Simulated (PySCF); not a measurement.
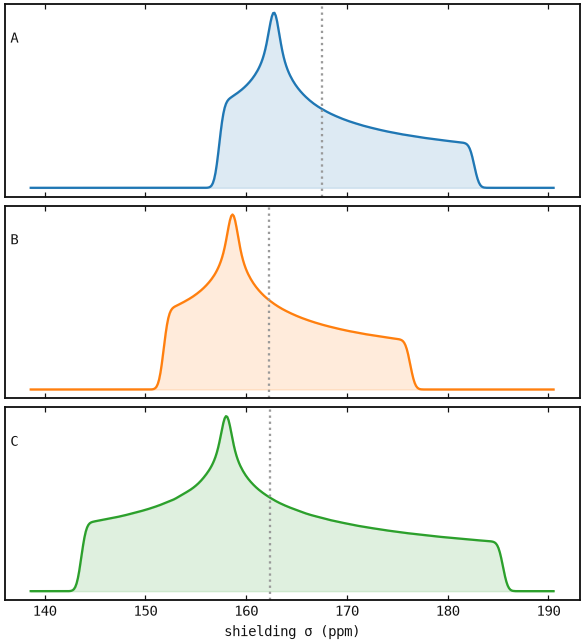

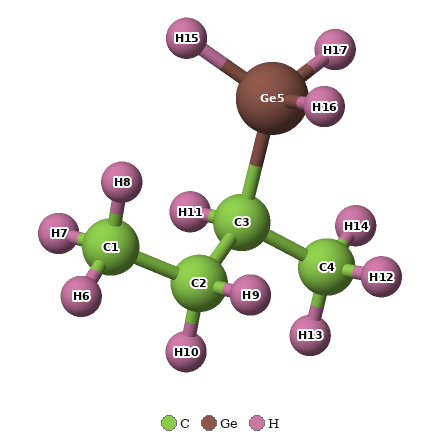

Static powder patterns (¹³C) from GIAO shielding tensors of C₄H₁₂Ge, SMILES CC[C@H](C)[GeH3], singlet, ωB97X-D/pcSseg-1 in PySCF, at a PBE0-D3(BJ)/def2-SVP geometry (no frequency check); absolute shielding, one fixed geometry of the isolated molecule without any motion, no dipolar terms. The dotted line is the isotropic value; skew is 3(σiso − σ22)/span.

The patterns belong to C1, C3 and C4, from the top. Give the principal values, span and skew.

Answer. C1: σ11, σ22, σ33 = 157, 163, 183 ppm, isotropic 168, span 25 ppm, skew 0.57; C3: σ11, σ22, σ33 = 152, 159, 176 ppm, isotropic 162, span 24 ppm, skew 0.44; C4: σ11, σ22, σ33 = 144, 158, 185 ppm, isotropic 162, span 42 ppm, skew 0.31.

Caveats: relativity, spin-orbit coupling included, is left out, which matters for Ge nuclei and their neighbours; one conformer of a flexible molecule.
